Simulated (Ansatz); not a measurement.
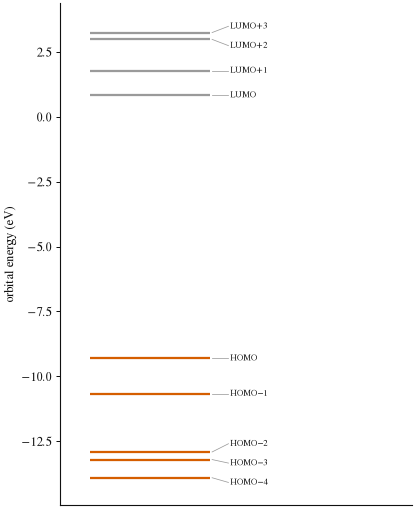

Kohn-Sham orbital energies near the frontier, ωB97M-V/def2-TZVPP with the Ansatz code 0.2.0, at a PBE0-D4/def2-TZVP geometry (a minimum by its frequencies), isolated molecule; empty levels in grey, levels within 0.03 eV side by side.

> Which molecule has this level scheme?
A. CH₄BNO₂, SMILES NB(O)C=O
B. CH₄Cl₂Si, SMILES C[SiH](Cl)Cl
C. GaPH₆, SMILES [PH3+][GaH3-], singlet
D. CH₃ClZn, SMILES [CH3][Zn][Cl], singlet

Option A. HOMO −9.31 eV, LUMO 0.83 eV, separation 10.14 eV.

Note: one conformer of a flexible molecule; empty levels above zero depend strongly on the basis.
